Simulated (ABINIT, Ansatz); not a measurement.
# A GW chain in ABINIT: MgO2 (R-3m), part 3 of 3

How does a plane-wave GW calculation on MgO2 (R-3m) run from the first input to the gap?

ABINIT 10.8.3; LDA and many-body steps on it, plane waves. Known limits of the many-body steps: not at the basis limit; coarse k mesh.

So far. Step 4 (Empty states on the mesh, 4×4×4 mesh, 43 bands): On this mesh the gap is 2.137 eV. Step 5 (Screening, 4×4×4 mesh, 39 bands, screening to 119.7 eV): Local fields lower ε∞ by 9 %. On a Γ-centred mesh this coarse the value itself is usually too large, while a short band sum pulls it down.

## 6. Self-energy, 4×4×4 mesh, 39 bands, screening to 119.7 eV

The self-energy is evaluated for the states that the input lists, and the levels follow from it, in one-shot runs by the linearised quasiparticle equation.

This step: G0W0 on LDA, plane waves, norm-conserving pseudopotentials.

The input, run.abi:

```
acell 3*1.0 Angstrom
rprim 
  1.604761016024 0.926509204586 3.493978874900
  -1.604761016024 0.926509204586 3.493978874900
  0.000000000000 -1.853018409173 3.493978874900
ntypat 2
znucl 12 8
natom 3
typat 1 2 2
xred 
  0.000000000000 0.000000000000 0.000000000000
  0.428786000000 0.428786000000 0.428786000000
  0.571214000000 0.571214000000 0.571214000000
pp_dirpath "pseudos"
pseudos "Mg.upf, O.upf"
ecut 38
ngkpt 4 4 4
nshiftk 1
shiftk 0 0 0
kptopt 1
chksymbreak 0
istwfk *1
occopt 1
irdwfk 1
optdriver 4
nband 39
gwcalctyp 0
ecutsigx 38
symsigma 1
nkptgw 2
kptgw 
  0.5000000000 0.5000000000 0.5000000000
  0.0000000000 0.0000000000 0.0000000000
bdgw 
  10 13
  10 13
ecuteps 4.4
irdscr 1
ppmodel 1
indata_prefix "in"
outdata_prefix "out"
tmpdata_prefix "tmp"
```

Started as:

```bash
OMP_NUM_THREADS=1 mpirun -n 4 abinit run.abi > log
```

Numbers of over 12 decimals in the logs are rounded to 6 here.

The program printed:

```text
.Version 10.8.3 of ABINIT. v10.8.2 released Aug 2026.

 Symmetries : space group R-3 m (#166); Bravais hR (rhombohedral)
[... echo of the input left out ...]
== DATASET  1 ==================================================================
-   mpi_nproc: 4, omp_nthreads: 1 (-1 if OMP is not activated)

--- !DatasetInfo
iteration_state: {dtset: 1, }
dimensions: {natom: 3, nkpt: 13, mband: 39, nsppol: 1, nspinor: 1, nspden: 1, mpw: 2370, }
cutoff_energies: {ecut:  38.0, pawecutdg:  -1.0, }
electrons: {nelect:   2.20000000E+01, charge:   0.00000000E+00, occopt:   1.00000000E+00, tsmear:   1.00000000E-02, }

 SIGMA: Calculation of the GW corrections

 Based on a program developped by R.W. Godby, V. Olevano, G. Onida, and L. Reining.
 Incorporated in ABINIT by V. Olevano, G.-M. Rignanese, and M. Torrent.
.Using double precision arithmetic ; gwpc =  8

[... cell and pseudopotentials left out ...]
--------------------------------------------------------------------------------

 ==== K-mesh for the wavefunctions ====
 Number of points in the irreducible wedge :    13
[... list of points left out ...]
 Together with 12 symmetry operations and time-reversal symmetry
 yields    64 points in the full Brillouin Zone.

 ==== Q-mesh for screening function ====
 Number of points in the irreducible wedge :    13
[... list of points left out ...]
 Together with 12 symmetry operations and time-reversal symmetry
 yields    64 points in the full Brillouin Zone.

 vcoul_init : cutoff-mode = AUXILIARY_FUNCTION
 q-points for optical limit:   1
     1)      0.000010    0.000020    0.000030
 setmesh: FFT mesh size selected  =    45x   45x   45
          total number of points  =        91125

 Number of electrons calculated from density =   22.0000; Expected =   22.0000
 average of density, n =  0.104591
 r_s =    1.3167
 omega_plasma =   31.1963 [eV]

 === KS Band Gaps ===
  >>>> For spin  1
   Minimum direct gap =   2.1369 [eV], located at k-point      :   0.5000  0.5000  0.5000
   Fundamental gap    =   2.1369 [eV], Top of valence bands at :   0.5000  0.5000  0.5000
                                       Bottom of conduction at :   0.5000  0.5000  0.5000
 SIGMA fundamental parameters:
 PLASMON POLE MODEL  1
 number of plane-waves for SigmaX                 2365
 number of plane-waves for SigmaC and W             97
 number of plane-waves for wavefunctions          2365
 number of bands                                    39
 number of independent spin polarizations            1
 number of spinorial components                      1
 number of k-points in IBZ                          13
 number of q-points in IBZ                          13
 number of symmetry operations                      12
 number of k-points in BZ                           64
 number of q-points in BZ                           64
 number of frequencies for dSigma/dE                 9
 frequency step for dSigma/dE [eV]                0.25
 number of omega for Sigma on real axis              0
 max omega for Sigma on real axis  [eV]           0.00
 zcut for avoiding poles [eV]                     0.10

 EPSILON^-1 parameters (SCR file):
 dimension of the eps^-1 matrix on file             97
 dimension of the eps^-1 matrix used                97
 number of plane-waves for wavefunctions          2365
 number of bands                                    39
 number of q-points in IBZ                          13
 number of frequencies                               2
 number of real frequencies                          1
 number of imag frequencies                          1

 matrix elements of self-energy operator (all in [eV])

 Perturbative Calculation

--- !SelfEnergy_ee
iteration_state: {dtset: 1, }
kpoint     : [   0.500,    0.500,    0.500, ]
spin       : 1
KS_gap     :    2.137
QP_gap     :    5.047
Delta_QP_KS:    2.910
data: !SigmaeeData |
     Band     E0 <VxcDFT>   SigX SigC(E0)      Z dSigC/dE  Sig(E)    E-E0       E
       10   3.180 -20.478 -26.426   4.982   0.792  -0.262 -21.244  -0.766   2.414
       11   3.180 -20.478 -26.426   4.982   0.792  -0.262 -21.244  -0.766   2.414
       12   5.317 -18.094 -12.146  -3.298   0.809  -0.236 -15.950   2.144   7.461
       13   7.912  -9.710  -4.418  -3.576   0.862  -0.160  -8.230   1.480   9.392

--- !SelfEnergy_ee
iteration_state: {dtset: 1, }
kpoint     : [   0.000,    0.000,    0.000, ]
spin       : 1
KS_gap     :    5.188
QP_gap     :    7.568
Delta_QP_KS:    2.380
data: !SigmaeeData |
     Band     E0 <VxcDFT>   SigX SigC(E0)      Z dSigC/dE  Sig(E)    E-E0       E
       10   2.378 -19.584 -25.760   5.042   0.791  -0.264 -20.481  -0.897   1.481
       11   2.378 -19.584 -25.760   5.042   0.791  -0.264 -20.481  -0.897   1.481
       12   7.566 -11.433  -6.289  -3.408   0.854  -0.171  -9.950   1.483   9.048
       13   7.794 -20.079 -12.512  -4.073   0.787  -0.271 -17.330   2.749  10.543

== END DATASET(S) ==============================================================
================================================================================

 -outvars: echo values of variables after computation  --------
           etotal      0.0000000000E+00
            nband          39
             nkpt          13
          spgroup         166
 [... the other variables as echoed above ...]

 Calculation completed.
```

The job ended after 4.8 s (4 MPI ranks of Intel Xeon Platinum 8223CL at 3.00GHz (Skylake/Cascade Lake), shared host; peak memory 0.71 GiB; 18 s of CPU time).

Numbers from this step:

```yaml
g0w0_gap_on_the_points_computed: 5.047 eV
starting_gap_on_the_mesh: 2.137 eV
k_of_the_valence_top: 0.5, 0.5, 0.5
k_of_the_conduction_bottom: 0.5, 0.5, 0.5
z_at_the_valence_top: 0.792
z_at_the_conduction_bottom: 0.809
least_direct_g0w0_gap_on_the_computed_points: 5.047 eV
```

The gap on the mesh goes from 2.14 eV to 5.05 eV, a correction of +2.91 eV.

Limits: finite bands, cutoff and mesh; coarse k mesh. v1 is the top filled band, c1 the lowest empty one. Levels before and after the correction, in eV, zero at the valence-band top of each column:

```
           conduction bottom  valence top
Kohn-Sham               2.14         0.00
     G0W0               5.05         0.00
```

|  | level | energy (eV) |
| --- | --- | --- |
| Kohn-Sham | (0.5 0.5 0.5) v2-v1 | 0.000 |
| Kohn-Sham | (0.5 0.5 0.5) c1 | 2.137 |
| Kohn-Sham | (0.5 0.5 0.5) c2 | 4.732 |
| G0W0 | (0.5 0.5 0.5) v2-v1 | 0.000 |
| G0W0 | (0.5 0.5 0.5) c1 | 5.047 |
| G0W0 | (0.5 0.5 0.5) c2 | 6.978 |

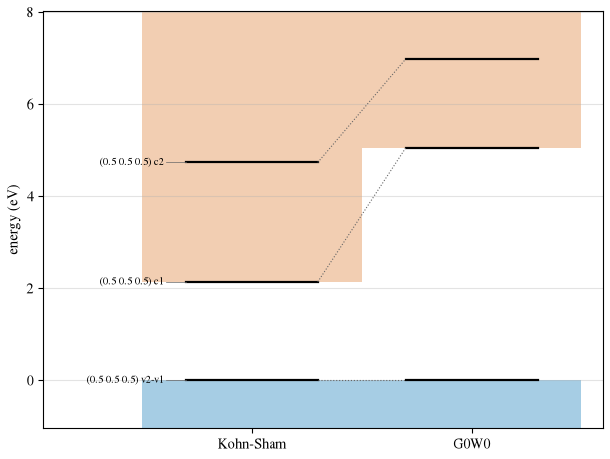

Levels before and after the correction. Shaded: valence and conduction bands.

## 7. Where the time went

Times are wall times on 4 MPI ranks of Intel Xeon Platinum 8223CL at 3.00GHz (Skylake/Cascade Lake), shared host, good to a factor of about two.

```
                          step   time  share  memory (GiB)
                  ground state   38 s   39 %           0.4
bands along the symmetry lines   18 s   18 %          0.34
      empty states on the mesh   13 s   13 %          0.32
                     screening   25 s   25 %          0.63
                   self-energy  4.8 s    5 %          0.71
```

## 8. Outcome

| Quantity | Value |
| --- | --- |
| LDA gap | 2.14 eV, direct |
| G0W0 gap on the mesh | 5.05 eV |
| GW settings | 4×4×4 mesh, 39 bands, screening to 119.7 eV, Godby-Needs plasmon pole |
| known limits | not at the basis limit; coarse k mesh |

What this shows: G0W0 moves the gap on the mesh from 2.14 eV to 5.05 eV (+2.91 eV), with Z of 0.79 and 0.81 at the edges. Local fields lower the RPA ε∞ on this mesh from 3.86 to 3.53; a Γ-centred mesh this coarse tends to raise both, most where the direct gap is narrow, while a short band sum lowers them. Only 2 of the mesh's irreducible points were corrected, so a valley elsewhere could overtake. The dearest step here is «ground state». Bands and cutoff are finite, so the gap is not at the basis limit. The miss can reach some tenths of an eV and take either sign; the mesh is an error of its own. In the G0W0 run levels were corrected at 2 k points alone, so a gap called «on the mesh» is the least over those, and an edge elsewhere would be missed. The 4×4×4 mesh is coarse for this cell, which bears on the long-range parts of exchange and screening.

[Paths, hosts, dates, memory and timing lines, banners, echoed tables and standing remarks are left out of the program output.]

[Logs are printed without paths, hosts, clocks, repeated set-up lines and the standing remarks that a program may print on its own settings, such as how far it seeks lower states.]

[Runs of the session that timed out or met a known fault of the program may be left out.]

[Hosts, paths, dates, database ids (printed as entryN), source tags and the programs' standing remarks are cut or masked in the printed files.]

[G0W0 gaps are taken among the corrected bands and points alone; a level outside them can change the order at an edge.]

[Where Ansatz stands beside ABINIT at settings called matched, ABINIT's density can come from a denser mesh and the files from another edition; pairs whose starting gaps differed by over 0.03 eV were left out, so agreement reads better than it is.]
